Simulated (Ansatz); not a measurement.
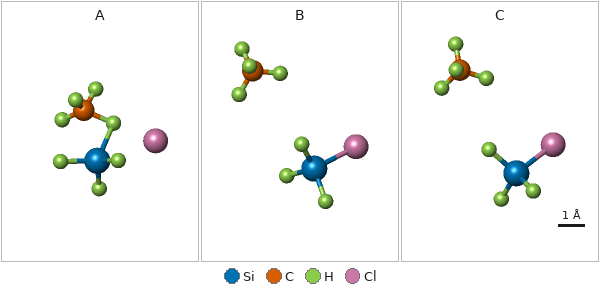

3 geometries from a converged minimum-energy path of CH7ClSi, shuffled. A ball-and-stick model, seen from a free direction.

Level of theory: Ansatz 0.2.0, RKS revPBE/6-31G*. Set-up: 5 movable images; climbing image; force threshold 0.05 eV/Å; iteration limit 60; starting path through a guess of the saddle point.

Question: Which of them lies highest in energy?

Answer: A. In order along the path, whose images run from 0 to 6: A (image 2, +1.78 eV), C (image 5, −1.08 eV), B (image 6, −1.08 eV). Breaking: Cl–H (1.30 → 4.15 Å), C–Si (1.90 → 4.69 Å). Forming: C–H (3.85 → 1.10 Å), Cl–Si (4.46 → 2.09 Å).

The run took 3.9 min on 1 thread of Arm Neoverse V2, with other jobs on the host, peak memory 0.1 GiB.
